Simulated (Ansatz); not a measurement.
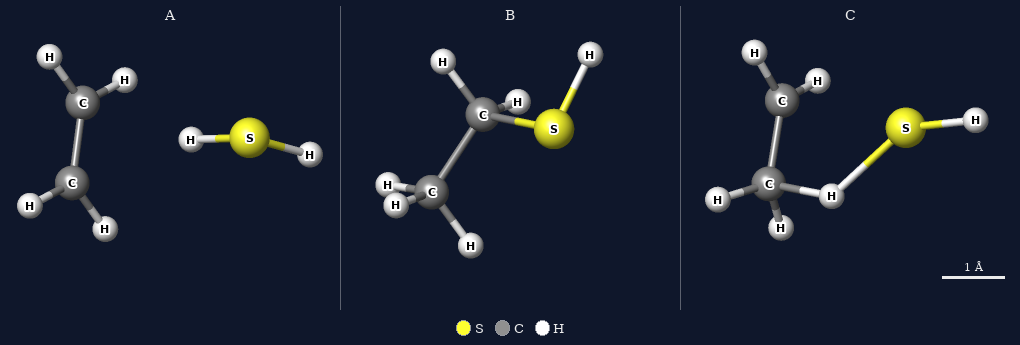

Three geometries of C₂H₆S: a saddle point and the two minima that it joins, in shuffled order. The picture is a ball-and-stick view, seen at a tilt. Sticks join atoms that are closer than about 1.2 times the sum of their covalent radii (a little more with hydrogen).

Stationary points at PBE0-D4/def2-TZVP, single-point energies with CCSD(T)/CBS, PBE-QIDH, r2SCAN-D4, wB97M-V (def2-TZVPP where no basis is named; Ansatz 0.2.0). The energies are electronic, without zero-point or thermal terms, and both ends are the minima reached downhill from the saddle, with any fragments still in contact. CCSD(T)/CBS stands for a frozen-core estimate: MP2 correlation extrapolated from def2-TZVPP and def2-QZVPP, CCSD(T) minus MP2 from the smaller set.

**Identify the saddle point and describe the reaction.**

Frame C is the saddle point. Counted by bonded pieces, B holds C₂H₆S and A holds C₂H₄ + H₂S. From B over the saddle to A, a bond forms: H–S (2.91 → 1.71 → 1.35 Å). Bonds break: C–S (1.82 → 2.57 → 4.01 Å), C–H (1.09 → 1.30 → 2.69 Å). The saddle has one imaginary mode, 1108i cm⁻¹. With CCSD(T)/CBS the barrier is 70.9 kcal/mol from B and 49.6 kcal/mol from A, and A lies 21.2 kcal/mol above B.

```
      level  barrier from B (kcal/mol)  barrier from A (kcal/mol)  A less B (kcal/mol)
CCSD(T)/CBS                       70.9                       49.6                 21.2
   PBE-QIDH                       76.2                       50.1                 26.1
  r2SCAN-D4                       66.0                       42.7                 23.3
    wB97M-V                       74.2                       52.0                 22.2
```

Against CCSD(T)/CBS, wB97M-V comes closest on the barrier from B (+3.3 kcal/mol) and PBE-QIDH misses most (+5.3 kcal/mol). At 1 of the 3 structures the mean-field solution behind PBE-QIDH isn't stable (a lower one of broken symmetry exists), so those energies are less reliable. The T1 diagnostic reaches 0.026, so the single-reference result is less sure there.
